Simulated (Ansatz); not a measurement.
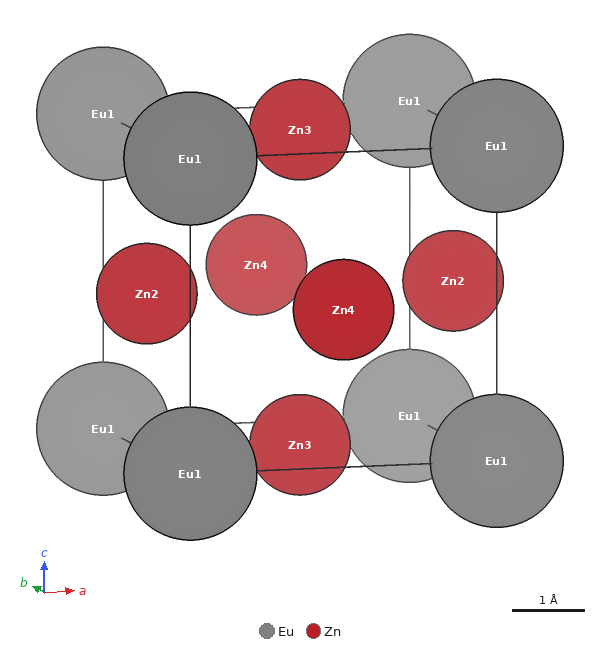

Reference structure: crystalline EuZn₃ (built on the AuCu3 type). Style: spheres-only. Shown: the cell of the calculation, slightly off an axis.

Computed with DFT PBE+U, scalar-relativistic, plane waves, PAW (Ansatz 0.2.0). Set-up: plane-wave cutoff 420 eV; k-point mesh 6 × 6 × 6; occupations gaussian; smearing width 0.05 eV; U Eu 6.0 eV; collinear spin.

The variant: All lengths are scaled by −1.4 % (volume −4.0 %), the atoms keeping their fractional coordinates. No relaxation follows.

What is the effect?

Answer. Some distances before and after: Eu–Zn 3.163 → 3.120 Å. The space group stays Pm-3m (No. 221). Energy change: +4.2 meV per atom. The pressure goes from 0.0 to 1.6 GPa. All forces vanish by symmetry. The absolute magnetisation per cell goes from 7.59 to 7.60 μB (net moment 7.56 and 7.56 μB).

Drawn alike, the variant:

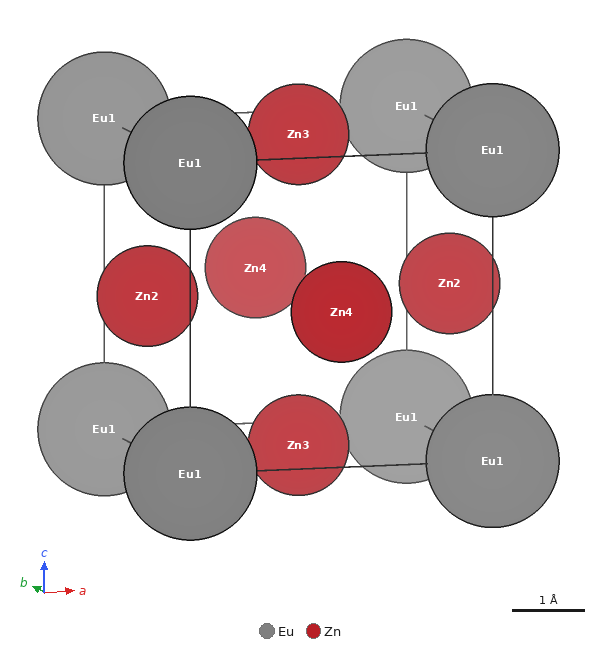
